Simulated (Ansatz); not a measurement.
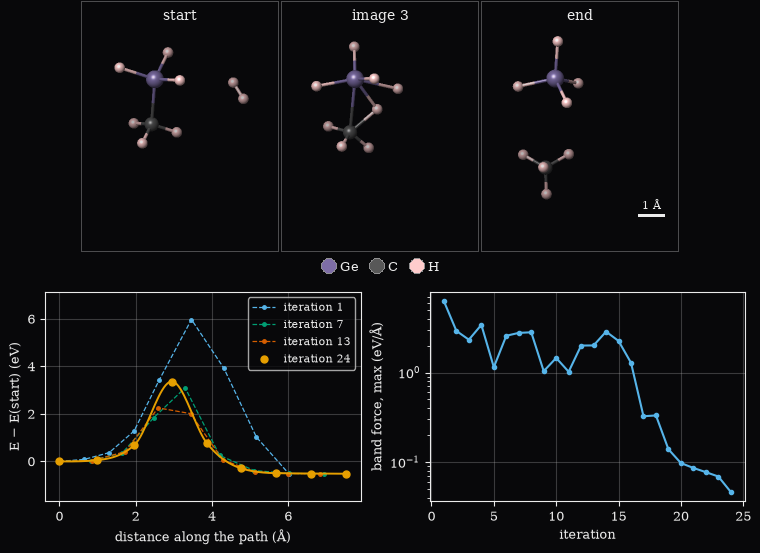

A nudged-elastic-band calculation for CH$_{8}$Ge, made up at the start of CH6Ge and H₂. Images are numbered from 0 (start) to 8 (end). The plot follows the band through its iterations. The picture is a ball-and-stick view, seen at a tilt.

These are results of RKS B3LYP-D4/def2-SVP (Ansatz), not measurements. Run with 7 movable images; climbing image; force threshold 0.05 eV/Å; iteration limit 60; starting path through a guess of the saddle point.

> Judge this run.

The result is final at these settings. The band converged in 24 iterations. The largest component of the band force went from 6.3 to 0.046 eV/Å. The climbing image converged on the top of the path. Its vibrational analysis gives one imaginary mode (1964i cm⁻¹), as a transition state must have. The first iteration put the highest image at 5.98 eV. The highest point, image 3, lies 3.36 eV above the start and 3.88 eV above the end; the end is at −0.52 eV relative to the start.

Limits of the set-up: the start holds two separate molecules, 2.9 Å apart at their closest, whose relative position is a soft coordinate.
